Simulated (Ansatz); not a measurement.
# One shape, several levels: triplet SnS

Wanted: a comparison of 6 runs (UHF/3-21G, U-wB97X/def2-TZVP, UBLYP/def2-TZVP, RPA@PBE0/def2-TZVP, UMP2/def2-TZVP, UCCSD(T)/def2-TZVP) of triplet SnS. 

The calculation is run with Ansatz 0.2.0.

37 further runs of the same task are left out: 1 that didn't finish, 36 set aside as unsound or not needed.

## (1) The structure to begin with

The species is SnS (2 atoms), meant as a triplet with charge 0. SMILES of the parent species: `[S][Sn]`. The bond length is the one measured for the parent species. That shape belongs to the parent species and isn't relaxed for this state.

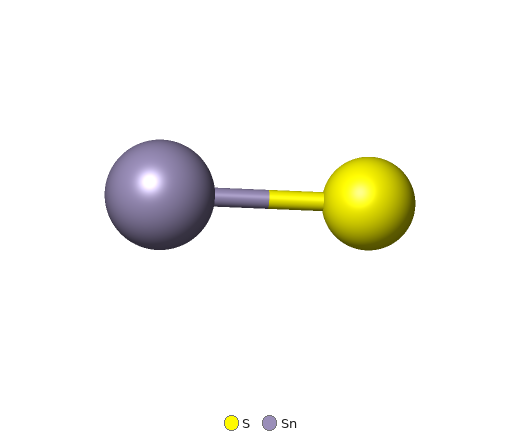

Viewed from a chosen angle; sulfur yellow, tin purple.

## (2) A single-point energy at UHF/3-21G (run 1)

Input file job.yaml:

```yaml
crystal:
  periodic: [false, false, false]
  atoms:
    - symbol: S
      position_ang: [0.000000, 0.000000, 0.000000]
    - symbol: Sn
      position_ang: [0.000000, 0.000000, 2.209026]
basis:
  gaussian:
    orbitals: 3-21G-spherical.json
magnetization:
  spin_polarized: true
  initial_magnetization: 2
hamiltonian:
  xc: hf
accuracy: high
output: {orbitals: {seedname: orbitals}}
```

The basis set 3-21G is read from a file made from the Basis Set Exchange's data (not shown).

Command:

```
$ ansatz run job.yaml --threads 1 --pin off --max-ram 3480MiB --events-out events.jsonl --progress --plain --runs-dir runs
```

What it wrote:

```text
Warning: RAYON_NUM_THREADS=1 ignored (pool sized by the plan → 1); use --threads N
Functional definition: HF
  name "HF"
  exchange = exact_x
  correlation = 0
843 factors; integrals over basis functions are off by at most 4.5e-9 eV
mean field evaluation 1: about -173928.7370 eV, gradient 1.0e1 eV
mean field evaluation 2: about -173928.7678 eV, gradient 1.0e1 eV
mean field evaluation 4: about -173929.8926 eV, gradient 1.2e0 eV
mean field evaluation 8: about -173929.9343 eV, gradient 3.7e-2 eV
mean field evaluation 16: about -173929.9398 eV, gradient 4.9e-1 eV
mean field evaluation 32: about -173929.9668 eV, gradient 2.4e0 eV
mean field evaluation 64: about -173930.2029 eV, gradient 4.0e-1 eV
mean field evaluation 96: about -173929.6729 eV, gradient 2.8e0 eV
mean field evaluation 128: about -173929.9135 eV, gradient 5.8e-1 eV
mean field evaluation 160: about -173929.8602 eV, gradient 1.2e0 eV
mean field -173930.32429815 eV, -6391.8215237490 hartree, gradient 1.6e-8 eV, S^2 2.007743; 7 other end points of the search recorded, 0 dependent functions left out
reference -173930.32429815 eV, -6391.8215237490 hartree; 34, 32 occupied and 10, 12 virtual orbitals, 843 factors
Total energy: -173930.32429815 eV, -6391.8215237490 hartree
```

It took 3.9 s on 1 thread of Arm Neoverse V2, shared host; peak memory 0.15 GiB.

## (3) The energy at U-wB97X/def2-TZVP (core potential) (run 2)

Input file molecule.yaml:

```yaml
crystal:
  periodic: [false, false, false]
  atoms:
    - {symbol: S, position_ang: [0.000000, 0.000000, 0.000000]}
    - {symbol: Sn, position_ang: [0.000000, 0.000000, 2.209026]}
basis:
  gaussian:
    orbitals: def2-TZVP
magnetization:
  spin_polarized: true
  initial_magnetization: 2
hamiltonian:
  xc: {name: wB97X}
accuracy: high
output: {orbitals: {seedname: orbitals}}
```

Command:

```
$ ansatz run molecule.yaml --threads 1 --pin off --max-ram 3480MiB --events-out events.jsonl --progress --plain --runs-dir runs
```

What it wrote, shortened:

```text
Warning: RAYON_NUM_THREADS=1 ignored (pool sized by the plan → 1); use --threads N
Functional definition: wB97X
  name "wB97X"
[...]
      + exact_x_lr(omega)
[...]
      + integral(e_c_pw_opposite_spin*poly(b97_u_opposite, 1, cos1, cos2, cos3, cos4))
1408 factors; integrals over basis functions are off by at most 3.1e-9 eV
300 factors; integrals over basis functions are off by at most 1.8e-9 eV
[...]
mean field -16666.47943892 eV, -612.4818224347 hartree, gradient 7.6e-8 eV, S^2 2.007780; 4 other end points of the search recorded, 0 dependent functions left out
reference -16666.47943790 eV, -612.4818223973 hartree; 20, 18 occupied and 67, 69 virtual orbitals, 1408 factors
Total energy: -16666.47943790 eV, -612.4818223973 hartree
```

Wall time 2.3 min (1 thread of Arm Neoverse V2, shared host); peak memory 0.64 GiB.

Runs 3 to 5 aren't shown in full; the table further down has their settings and results.

## (4) A single-point energy at UCCSD(T)/def2-TZVP (core potential) (run 6)

Input file run.yaml:

```yaml
crystal:
  periodic: [false, false, false]
  atoms:
    - {symbol: S, position_ang: [0.000000, 0.000000, 0.000000]}
    - {symbol: Sn, position_ang: [0.000000, 0.000000, 2.209026]}
basis:
  gaussian:
    orbitals: def2-TZVP
magnetization:
  spin_polarized: true
  initial_magnetization: 2
correlation:
  method: ccsd_t
  frozen_orbitals: {S: 5, Sn: 4}
accuracy: high
scf:
  omitted_lower_state_checks: [cluster_reference, increment]
```

Command:

```
$ ansatz run run.yaml --threads 1 --pin off --max-ram 3480MiB --events-out events.jsonl --progress --plain --runs-dir runs
```

What it wrote:

```text
Warning: RAYON_NUM_THREADS=1 ignored (pool sized by the plan → 1); use --threads N
[... 19 lines left out ...]
9 core orbitals not correlated: weight in the atoms' cores, before any rotation towards them, 1.000 or more for the frozen orbitals, at most 0.000 for the correlated occupied ones
[... 28 lines left out ...]
Total energy: -16635.06929345 eV, -611.3275208792 hartree
Checks for a lower state left out: cluster_reference, increment
```

It took 31 s on 1 thread of Arm Neoverse V2, shared host; peak memory 0.64 GiB.

## (5) All runs side by side

```tsv
run	level	core potential	frozen core orbitals	energy (Eh)	⟨S²⟩	wall time
1	UHF/3-21G	none	–	-6391.821524	2.008	3.9 s
2	U-wB97X/def2-TZVP (core potential)	def2-TZVP	–	-612.481822	2.008	2.3 min
3	UBLYP/def2-TZVP (core potential)	def2-TZVP	–	-612.404772	2.004	35 s
4	RPA@PBE0/def2-TZVP (core potential)	def2-TZVP	9	-611.443072	2.009	35 s
5	UMP2/def2-TZVP (core potential)	def2-TZVP	9	-611.297009	2.031	14 s
6	UCCSD(T)/def2-TZVP (core potential)	def2-TZVP	9	-611.327521	2.031	31 s
```

## (6) Results

| quantity | value |
| --- | --- |
| run 6: total energy | -611.32752 Eh |
| run 6: correlation energy (9 core orbitals frozen) | -450.0 mEh |
| run 6: (T) correction | -15.38 mEh |
| run 6: ⟨S²⟩ of the reference determinant | 2.031 |
| run 6: T1 diagnostic | 0.016 |

**Reading.** Totals of different functionals can't be ranked against each other. Some runs of one species differ in core potentials or relativity; totals across that change don't compare. In run 1 relativity is left out where basis or elements ask for it. All runs together took 4.3 min, the longest 2.3 min.
